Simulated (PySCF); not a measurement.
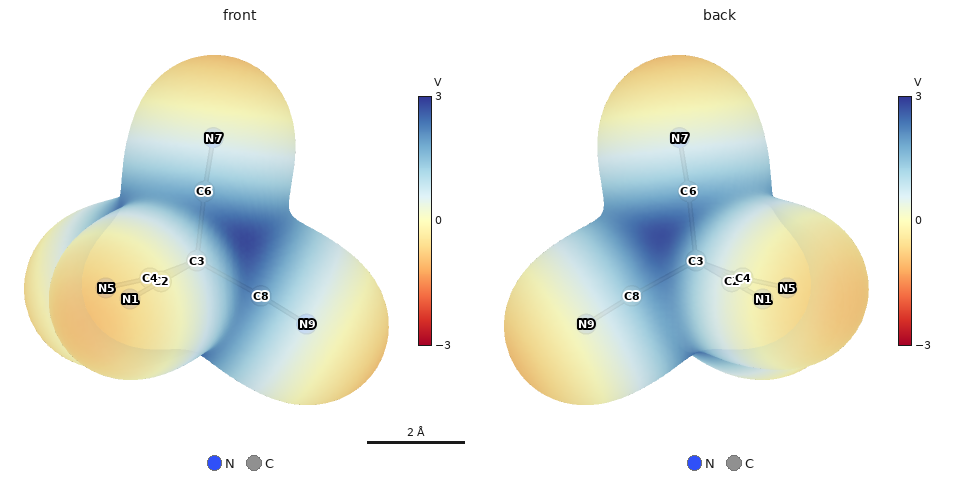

The picture shows: C5N4 (methanetetracarbonitrile). The molecular electrostatic potential painted on the density surface at 0.002 e/bohr³, seen from the front and from behind; the colour scale runs from red (negative) to blue (positive).

Geometry: GFN2-xTB, MD frame at 250 fs, 200 K.

These are results of PySCF 2.14.0, PBE0/pcSseg-1, SCF density, gas phase, non-relativistic, not measurements.

```xyz
9

N     0.2940    2.2841   -1.1322
C     0.2155    1.3313   -0.5485
C     0.0220   -0.0059    0.1015
C    -0.7188   -0.7406   -0.9641
N    -1.1489   -1.2032   -1.9420
C     1.2994   -0.6624    0.2878
N     2.2978   -1.1625    0.4997
C    -0.8070    0.0327    1.3934
N    -1.4399    0.1251    2.3197
```

### Where is the surface potential most negative and most positive?

The most negative region (about −0.9 V) lies over N1, N5, N7 and N9, the most positive (about +2.7 V) over the C atoms.

### What dipole moment does the calculation give?

Its dipole moment is 0.63 D.
